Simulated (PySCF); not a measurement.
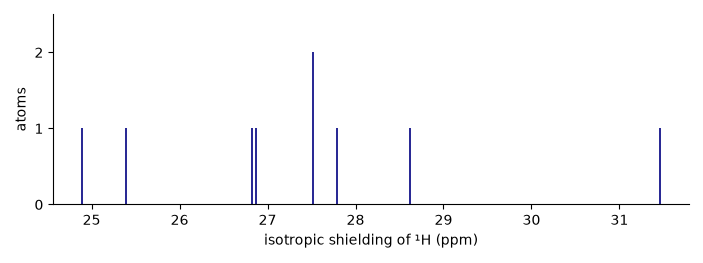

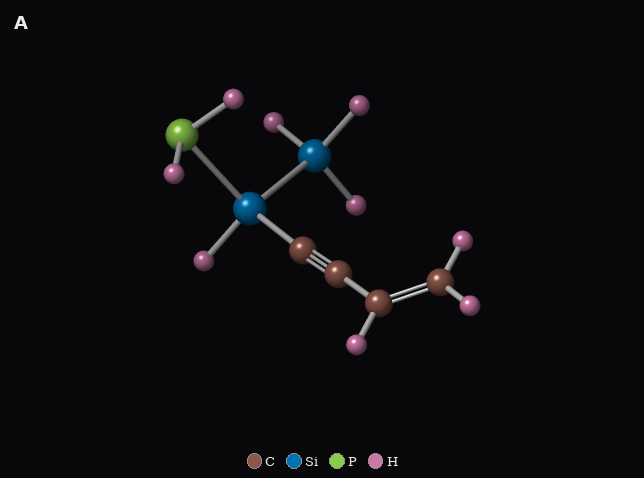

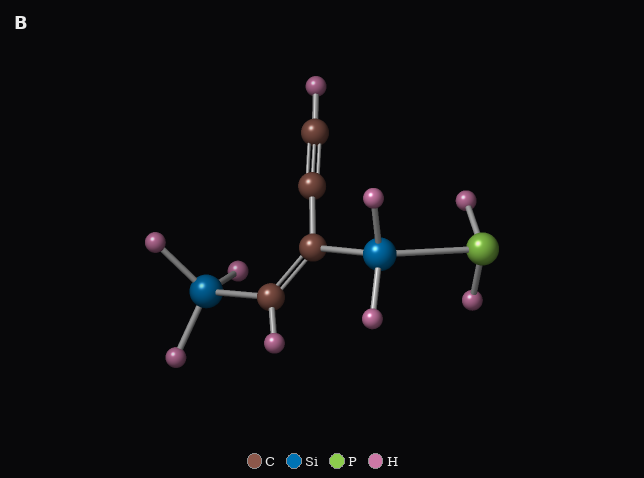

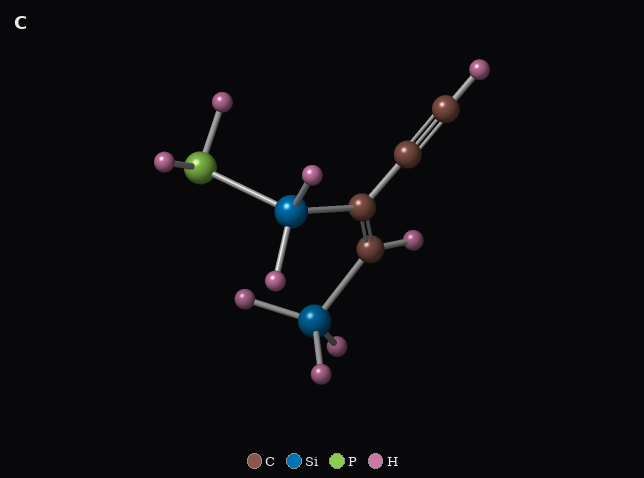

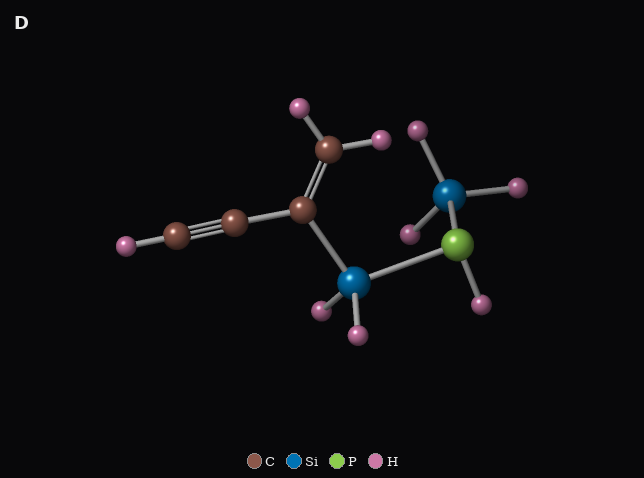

The sticks are computed shieldings of one of the molecules, for one fixed geometry (GFN2-xTB) without averaging over rotations. Low shielding means a high chemical shift. Method: GIAO PBE0/pcSseg-1 NMR shielding, non-relativistic, gas phase (PySCF 2.14.0).

### Which molecule gives this pattern?

D, `C#CC(=C)[SiH2]P[SiH3]`. Its 9 H atoms give lines at 24.89, 25.39, 26.83, 26.87, 27.52 (2 atoms), 27.79, 28.62, 31.46 ppm.

The geometry is semi-empirical. Around P, Si such bond lengths and angles can be off by a tenth of an ångström or more and by several degrees, and values that hang on the shape move with them.
